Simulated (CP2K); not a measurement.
# C2HCl2F3 (SMILES FC(F)(F)C(Cl)Cl): PM3

Aim: the energy difference between two shapes of C2HCl2F3 at PM3, from 2 runs. 

Program for the calculation: CP2K 2026.2.

2 further runs of the same task are left out: 1 that didn't finish, 1 set aside as unsound or not needed.

### Step 1. Starting point

The species is C2HCl2F3 (8 atoms), meant as a singlet with charge 0. SMILES: `FC(F)(F)C(Cl)Cl`. The coordinates come from a GFN2-xTB relaxation.

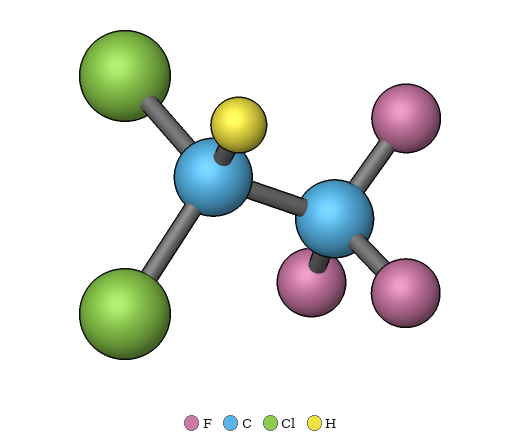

The structure, seen from a chosen angle (fluorine pink, carbon blue, chlorine green, hydrogen yellow).

### Step 2. Energy and gradient at PM3

molecule.xyz reads:

```xyz
8

F     -0.217820    -1.357250     1.148110
C      0.180170    -0.752770     0.024660
F      1.489780    -0.989360    -0.096080
F     -0.430260    -1.352890    -0.990360
C     -0.099550     0.753410     0.085840
Cl    -1.840150     1.006060     0.301120
Cl     0.484180     1.506040    -1.409740
H      0.433640     1.186750     0.936440
```

mol.inp reads:

```
&GLOBAL
  PROJECT mol
  RUN_TYPE ENERGY_FORCE
  PRINT_LEVEL MEDIUM
&END GLOBAL
&FORCE_EVAL
  METHOD QS
  &DFT
    # Quickstep
    &QS
      METHOD PM3
      EPS_DEFAULT 1.0E-10
      &SE
        &COULOMB
          CUTOFF [angstrom] 50
          RC_RANGE [angstrom] 0
        &END COULOMB
        &EXCHANGE
          CUTOFF [angstrom] 50
          RC_RANGE [angstrom] 0
        &END EXCHANGE
      &END SE
    &END QS
    # no periodic images
    &POISSON
      PERIODIC NONE
      POISSON_SOLVER ANALYTIC
    &END POISSON
    # self-consistent field
    &SCF
      SCF_GUESS ATOMIC
      EPS_SCF 1.0E-07
      MAX_SCF 100
      ADDED_MOS 4
      &DIAGONALIZATION
        ALGORITHM STANDARD
      &END DIAGONALIZATION
      &MIXING
        METHOD DIRECT_P_MIXING
        ALPHA 0.4
      &END MIXING
    &END SCF
    &PRINT
      &MOMENTS
        PERIODIC F
        REFERENCE COM
        MAX_MOMENT 1
      &END MOMENTS
      &MO ON
        ENERGIES T
        OCCUPATION_NUMBERS T
        NDIGITS 6
        &EACH
          QS_SCF 0
        &END EACH
        ADD_LAST NUMERIC
      &END MO
      &HIRSHFELD OFF
      &END HIRSHFELD
    &END PRINT
  &END DFT
  &SUBSYS
    # vacuum box
    &CELL
      ABC 15.3 14.9 14.6
      PERIODIC NONE
    &END CELL
    &TOPOLOGY
      COORD_FILE_NAME molecule.xyz
      COORD_FILE_FORMAT XYZ
      &CENTER_COORDINATES
      &END CENTER_COORDINATES
    &END TOPOLOGY
  &END SUBSYS
  # extra output
  &PRINT
    &FORCES ON
    &END FORCES
  &END PRINT
&END FORCE_EVAL
```

On the command line:

```bash
OMP_NUM_THREADS=1 cp2k.psmp mol.inp > mol.out
```

The program printed:

```text
CP2K| version string:                                       CP2K version 2026.2
[...]
 GLOBAL| Method name                                                        CP2K
[...]
 GLOBAL| Run type                                                   ENERGY_FORCE
[...]
                             - Atoms:                                          8
[...]
                             - Spherical basis functions:                     29
[...]
 Number of electrons:                                                         44
[...]
     1 P_Mix/Diag. 0.40E+00    0.0     0.76330530       -75.0869265204 -7.51E+01
[...]
    25 DIIS/Diag.  0.77E-07    0.0     0.00000004       -81.1385630687 -4.26E-14
  *** SCF run converged in    25 steps ***
  Core-core repulsion energy [eV]:                           4435.96282922103182
  Core Hamiltonian energy [eV]:                             -3633.37856039967937
  Two-electron integral energy [eV]:                        -6020.95370810541317
  Electronic energy [eV]:                                   -6643.85541445238596
  Total energy [eV]:                                        -2207.89258523135413
  Atomic reference energy [eV]:                              2200.52659090988845
  Heat of formation [kcal/mol]:                              -169.86387783793558
[...]
 SE_DIPOLE| Moment [Debye]         -0.09136224      -1.43182952      -0.54566797
 SE_DIPOLE| Derivative [a.u.]       0.00000000       0.00000000       0.00000000
 ENERGY| Total FORCE_EVAL ( QS ) energy [hartree]            -81.138563068683723
 FORCES| Atomic forces [hartree/bohr]
 FORCES|   Atom     x               y               z               |f|
 FORCES|      1 -5.00707241E-03 -1.67950790E-02  1.34338813E-02   2.20819976E-02
 FORCES|      2  5.60691446E-04  2.28380163E-02  7.74121885E-03   2.41208589E-02
 FORCES|      3  1.84694181E-02 -1.18215111E-02 -3.62696007E-03   2.22266140E-02
 FORCES|      4 -9.62455286E-03 -1.58881774E-02 -1.79083248E-02   2.58026025E-02
 FORCES|      5 -1.10766262E-02  1.88461464E-02 -9.89490072E-03   2.39953734E-02
 FORCES|      6  7.94965813E-03 -4.15659115E-04 -5.12525912E-03   9.46774091E-03
 FORCES|      7 -6.76796890E-03 -3.66586081E-03  5.88223817E-03   9.68734558E-03
 FORCES|      8  5.49645261E-03  6.90212475E-03  9.49810634E-03   1.29639632E-02
 FORCES| Sum     1.05471187E-15  4.44089210E-16  3.88578059E-16
 FORCES| Total atomic force                                       1.20856331E-15
[...]
```

Wall time 0.28 s (1 thread of Arm Neoverse V1, shared host).

### Step 3. The distorted shape, same level

molecule.xyz reads:

```xyz
8

F     -0.319081    -1.298200     1.120890
C      0.174546    -0.791805     0.023483
F      1.486494    -1.105107    -0.163960
F     -0.380661    -1.321278    -1.052381
C     -0.014925     0.786580     0.076621
Cl    -1.753941     1.046396     0.279037
Cl     0.530882     1.443476    -1.448999
H      0.409717     1.214322     0.893912
```

run.inp reads:

```
&GLOBAL
 PROJECT run
 RUN_TYPE ENERGY_FORCE
 PRINT_LEVEL MEDIUM
&END GLOBAL

&FORCE_EVAL
 METHOD QUICKSTEP
 &DFT
  ! Quickstep
  &QS
   METHOD PM3
   EPS_DEFAULT 1.0E-10
   &SE
    &COULOMB
     CUTOFF [angstrom] 50
     RC_RANGE [angstrom] 0
    &END COULOMB
    &EXCHANGE
     CUTOFF [angstrom] 50
     RC_RANGE [angstrom] 0
    &END EXCHANGE
   &END SE
  &END QS
  &POISSON
   PERIODIC NONE
   POISSON_SOLVER ANALYTIC
  &END POISSON
  &SCF
   SCF_GUESS ATOMIC
   EPS_SCF 1.0E-07
   MAX_SCF 100
   ADDED_MOS 4
   &DIAGONALIZATION
    ALGORITHM STANDARD
   &END DIAGONALIZATION
   &MIXING
    METHOD DIRECT_P_MIXING
    ALPHA 0.4
   &END MIXING
  &END SCF
  ! extra output
  &PRINT
   &MOMENTS
    PERIODIC F
    REFERENCE COM
    MAX_MOMENT 1
   &END MOMENTS
   &MO ON
    ENERGIES T
    OCCUPATION_NUMBERS T
    NDIGITS 6
    &EACH
     QS_SCF 0
    &END EACH
    ADD_LAST NUMERIC
   &END MO
   &HIRSHFELD OFF
   &END HIRSHFELD
  &END PRINT
 &END DFT
 ! atoms, cell and kinds
 &SUBSYS
  ! vacuum box
  &CELL
   ABC 15.2 14.8 14.6
   PERIODIC NONE
  &END CELL
  &TOPOLOGY
   COORD_FILE_NAME molecule.xyz
   COORD_FILE_FORMAT XYZ
   &CENTER_COORDINATES
   &END CENTER_COORDINATES
  &END TOPOLOGY
 &END SUBSYS
 &PRINT
  &FORCES ON
  &END FORCES
 &END PRINT
&END FORCE_EVAL
```

On the command line:

```bash
OMP_NUM_THREADS=1 cp2k.psmp -i run.inp > run.out 2>&1
```

The program printed:

```text
CP2K| version string:                                       CP2K version 2026.2
[...]
 GLOBAL| Method name                                                        CP2K
[...]
 GLOBAL| Run type                                                   ENERGY_FORCE
[...]
                             - Atoms:                                          8
[...]
                             - Spherical basis functions:                     29
[...]
 Number of electrons:                                                         44
[...]
     1 P_Mix/Diag. 0.40E+00    0.0     0.76683037       -75.0511787976 -7.51E+01
[...]
    25 DIIS/Diag.  0.74E-07    0.0     0.00000004       -81.1262801575  0.00E+00
  *** SCF run converged in    25 steps ***
  Core-core repulsion energy [eV]:                           4449.21808246207092
  Core Hamiltonian energy [eV]:                             -3633.09725437372936
  Two-electron integral energy [eV]:                        -6047.35835661458623
  Electronic energy [eV]:                                   -6656.77643268102202
  Total energy [eV]:                                        -2207.55835021895155
  Atomic reference energy [eV]:                              2200.52659090988845
  Heat of formation [kcal/mol]:                              -162.15623473665968
[...]
 SE_DIPOLE| Moment [Debye]         -0.13109984      -1.23248840      -0.74229052
 SE_DIPOLE| Derivative [a.u.]       0.00000000       0.00000000       0.00000000
 ENERGY| Total FORCE_EVAL ( QS ) energy [hartree]            -81.126280157452157
 FORCES| Atomic forces [hartree/bohr]
 FORCES|   Atom     x               y               z               |f|
 FORCES|      1 -1.07133152E-02 -3.84975203E-02  3.64950512E-02   5.41176769E-02
 FORCES|      2  4.70585944E-02  6.17652919E-02 -2.73305210E-02   8.23190134E-02
 FORCES|      3 -5.98143821E-03 -3.67805934E-03  1.81520023E-02   1.94628084E-02
 FORCES|      4 -2.80659654E-02 -1.89536728E-02 -2.13809220E-02   4.00510168E-02
 FORCES|      5 -3.84615534E-02 -3.10672022E-02 -5.66500203E-02   7.51910030E-02
 FORCES|      6 -2.47958210E-03  1.70602565E-03 -5.90539403E-03   6.62816185E-03
 FORCES|      7 -1.25468430E-03  6.36578513E-04  2.88956256E-03   3.21388188E-03
 FORCES|      8  3.98979441E-02  2.80885586E-02  5.37302412E-02   7.25792800E-02
 FORCES| Sum     1.27675648E-15 -2.10942375E-15  6.10622664E-16
 FORCES| Total atomic force                                       2.54020387E-15
[...]
```

Wall time 0.28 s (1 thread of Arm Neoverse V1, shared host).

### Step 4. What came out

Level: PM3.

| quantity | value |
| --- | --- |
| first shape: total energy | -81.13856 Eh |
| first shape: dipole moment | 1.54 D |
| first shape: HOMO energy | -11.13 eV |
| first shape: LUMO energy | -0.37 eV |
| first shape: HOMO–LUMO gap | 10.77 eV |
| first shape: heat of formation at this unrelaxed shape | -169.9 kcal/mol |
| first shape: largest force on an atom | 1.327 eV/Å |
| distorted shape: total energy | -81.12628 Eh |
| distorted shape: dipole moment | 1.44 D |
| distorted shape: HOMO energy | -11.10 eV |
| distorted shape: LUMO energy | -0.27 eV |
| distorted shape: HOMO–LUMO gap | 10.83 eV |
| distorted shape: heat of formation at this unrelaxed shape | -162.2 kcal/mol |
| distorted shape: largest force on an atom | 4.233 eV/Å |
| energy change with the atoms displaced | 0.334 eV |

With the atoms displaced the energy rises by 0.33 eV (32.2 kJ/mol). The first shape isn't relaxed at this level, so the change isn't measured from a minimum. The largest force (first shape) is 1.33 eV/Å: the shape isn't a stationary point for this species at this level.
